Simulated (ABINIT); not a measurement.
Band structure of MgSe (Fm-3m, 2 atoms in the cell).

```
MgSe
1.0
    0.00000     2.73000     2.73000
    2.73000     0.00000     2.73000
    2.73000     2.73000     0.00000
Mg Se
1 1
Cartesian
  0.00000   0.00000   0.00000
  2.73000   2.73000   2.73000
```

Method: PBE, norm-conserving pseudopotentials (PseudoDojo nc-sr-05 PBE standard) (plane waves; ABINIT).

Settings: pseudos = [Mg.upf, Se.upf]; ecut = 1170 eV; occopt = 3; tsmear = 0.00036749 Ha; ngkpt = 8 8 8; nshiftk = 1; shiftk = 0 0 0; potentials = PseudoDojo nc-sr-05 PBE standard; kptopt = 1; nstep = 80; toldfe1 = 1e-09 Ha; ndtset = 2; getden2 = 1.

The starting cell has typed, rounded lattice constants, without a prior relaxation at this level.

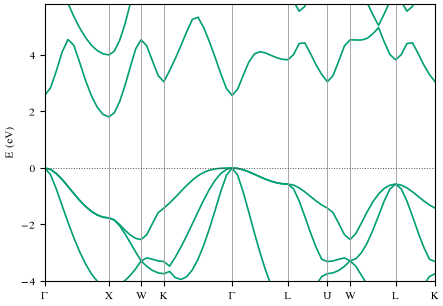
Figure: Bands along the path, energies from the top of the valence band on the SCF mesh.

Question: Read off roughly the gap and where its edges lie.

Answer: The gap along the path is about 1.8 eV (computed: 1.81 eV), from Γ to X; the smallest direct gap on it is 2.56 eV.

Levels in eV from the top of the valence band on the SCF mesh, bands 10 to 17:
```tsv
point	10	11	12	13	14	15	16	17
Γ	-12.92	0.00	0.00	0.00	2.56	7.46	7.46	7.46
X	-11.49	-4.23	-1.77	-1.77	1.81	4.00	11.69	12.16
W	-11.46	-3.29	-3.29	-2.53	4.54	6.98	7.58	7.58
K	-11.50	-3.74	-3.31	-1.42	3.05	6.30	8.95	9.83
L	-11.81	-4.92	-0.57	-0.57	3.83	6.11	6.11	8.62
U	-11.50	-3.74	-3.31	-1.42	3.05	6.30	8.95	9.83
```
